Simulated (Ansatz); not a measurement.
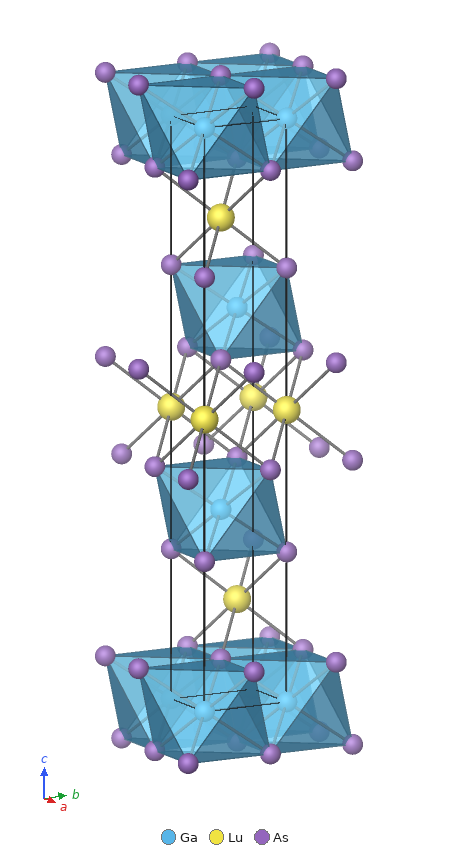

An orthographic polyhedral view of the structure, slightly off an axis. Atoms at the boundary of the conventional unit cell (the box) are drawn once for each face, edge or corner they touch. A few atoms beyond the faces are included.

LuGaAs₂, space group R-3m (No. 166), a = 3.901 Å, b = 3.901 Å, c = 19.268 Å, α = 90.00°, β = 90.00°, γ = 120.00°. It goes back to a structure type filled with these elements by a generator (whether the compound takes this form wasn't checked). Earlier steps of the study may have refined or changed the cell and positions. Ansatz was used for an electronic-structure calculation on it.

This one geometry was computed with Ansatz (DFT, plane waves, PAW) at three levels of theory: r2SCAN, PBE with spin-orbit coupling and PBE. It was relaxed beforehand with r2SCAN.

Which level gives the highest pressure at this volume, and what does that say about its equilibrium volume?

Highest: PBE with spin-orbit coupling (1.8 GPa) and PBE (2.0 GPa), which points to the largest equilibrium volume. Lowest, with the smallest volume: r2SCAN (0.0 GPa). Levels within 0.5 GPa of each other can't be told apart.

How does the band gap change with the level of theory?

All levels give a metal.

Collect the results in a table.

| level | cutoff (eV) | k-mesh of the run's cell | gap (eV) | pressure (GPa) |
| --- | --- | --- | --- | --- |
| r2SCAN | 500 | 8×8×8 | metal | 0.0 |
| PBE with spin-orbit coupling | 420 | 8×8×8 | metal | 1.8 |
| PBE | 420 | 8×8×8 | metal | 2.0 |

Gaps are taken on the k-mesh or band path of each run.
